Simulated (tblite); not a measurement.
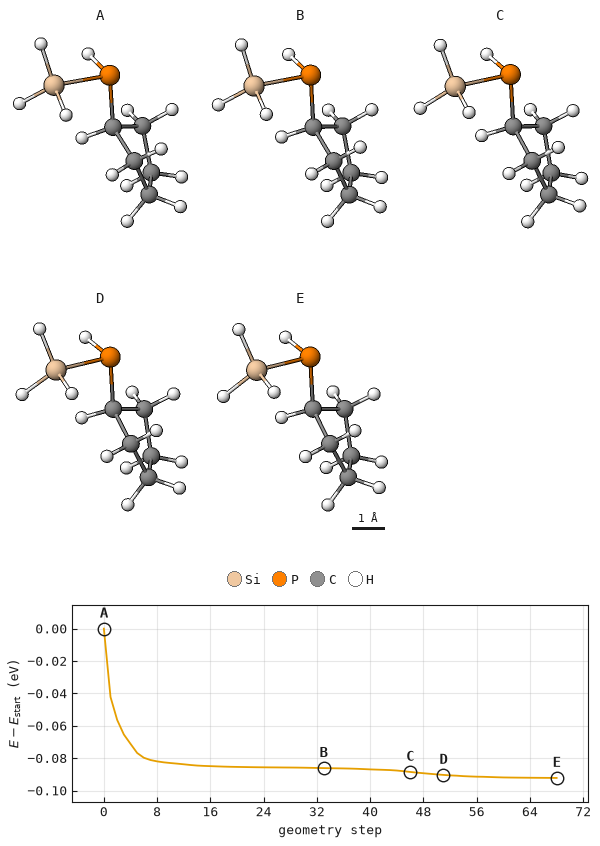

Frames of a relaxation of C₅H₁₃PSi, marked on the history of the run. Style: ball-and-stick. Shown from a free direction.

Level of theory: tblite, GFN2-xTB geometry optimisation, gas phase. 

### What happens along the run?

The atom that moves furthest after the best rigid fit is an H atom (0.42 Å). By element the largest moves are H 0.42 Å, C 0.14 Å, Si 0.11 Å, P 0.06 Å. Near-neighbour distances that change, for instance: C–P 1.837 → 1.867 Å, H–P 1.416 → 1.393 Å, H–Si 1.483 → 1.462 Å, C–C 1.524 → 1.540 Å. Bond angles that change, for instance: P–Si–H 107.7° → 113.6°, C–C–H 112.3° → 108.9°. The energy falls by 0.092 eV in 68 geometry steps. From step 0 to 33: an H atom moves most (0.10 Å), energy −0.086 eV. From step 33 to 46: an H atom moves most (0.15 Å), energy −0.002 eV. From step 46 to 51: an H atom moves most (0.13 Å), energy −0.002 eV. From step 51 to 68: H atoms move most (0.09 Å), energy −0.002 eV.

```tsv
step	E − E(0), eV
0	0.0000
1	-0.0422
2	-0.0564
3	-0.0654
4	-0.0711
5	-0.0768
6	-0.0797
7	-0.0811
8	-0.0820
9	-0.0826
10	-0.0830
13	-0.0842
16	-0.0849
19	-0.0853
22	-0.0855
25	-0.0857
28	-0.0858
31	-0.0859
34	-0.0862
37	-0.0864
41	-0.0871
44	-0.0876
47	-0.0889
50	-0.0900
53	-0.0908
56	-0.0914
59	-0.0918
62	-0.0920
65	-0.0921
68	-0.0922
```
